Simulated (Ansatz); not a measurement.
**AsGaH₆O: density, localisation and related maps**

```xyz
9

Ga   -0.6152    0.9163   -0.3792
O     1.3627    0.0280   -0.6848
H    -1.1539    0.5732   -1.8209
H    -0.1948    2.3728    0.0225
H     1.4523   -0.6259    0.0194
As   -1.3390   -0.5642    1.4367
H     1.3732   -0.4598   -1.5154
H    -0.0233   -0.4122    2.1963
H    -0.8620   -1.8281    0.7255
```

The product side of a reaction path; geometry: PBE0-D4/def2-TZVP.

All numbers below come from RKS PBE0-D4/def2-TZVPP (Ansatz 0.2.0).

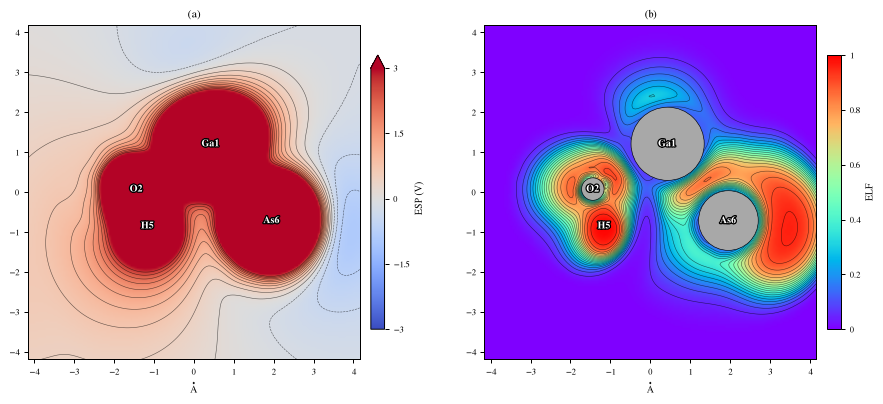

Figure 1. (a) electrostatic potential; (b) ELF on the plane of atoms O2, Ga1 and As6. Grey discs cover the atomic cores in the ELF map.

> Describe what can be read from this map.

Atoms in the plane: Ga, O, H and As. Ga–O (2.19 Å): the ELF peaks at about 0.90 in the valence shell of O, 0.6 Å from its nucleus, and is about 0.20 at the midpoint. Ga–As (2.45 Å): the ELF peaks at about 0.85 between the atoms; a shared electron pair. O–H (0.97 Å): the ELF climbs to about 1 towards the hydrogen, as it does in any bond to H; a covalent bond by its length. Outside the dense part of the molecule the potential is most negative (−0.9 V) near As6.

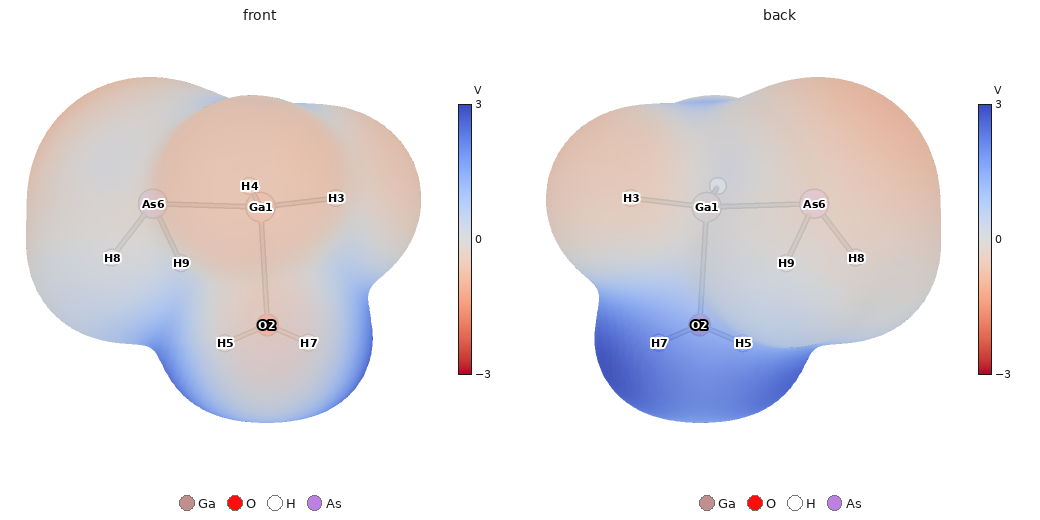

Figure 2. The electrostatic potential painted on the density surface at 0.001 e/bohr³, seen from the front and from behind; the colour scale runs from red (negative) to blue (positive).

> Which sites attract a positive test charge, and which a negative one?

A positive charge is drawn to the negative regions and a negative charge to the positive ones. The most negative region (about −0.8 V) lies over As6, the most positive (about +2.8 V) over H7.

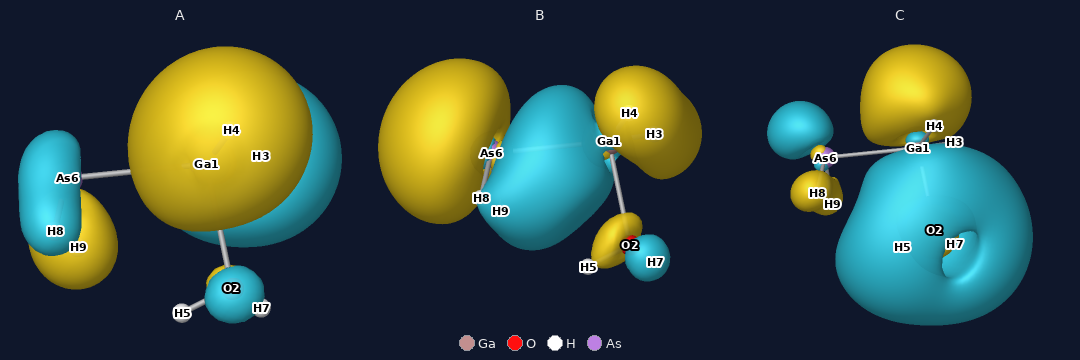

Figure 3. Three frontier orbitals at ±0.06 Å⁻³ᐟ² (yellow and cyan are the two phases), in no order.

> Order the three orbitals by energy and name them.

A is the HOMO−1 (−8.08 eV). It lies mainly on Ga1 (about 35 %), H4 (about 30 %) and H3 (about 25 %). B is the HOMO (−6.64 eV). It lies mainly on As6 (about 65 %) and Ga1 (about 20 %). C is the LUMO (−0.57 eV). By Hirshfeld shares it lies mainly on Ga1 (about 30 %), H7 (about 20 %), O2 (about 15 %), H5 (about 15 %) and As6 (about 5 %).

> What is the HOMO–LUMO gap?

6.07 eV between the orbital energies.
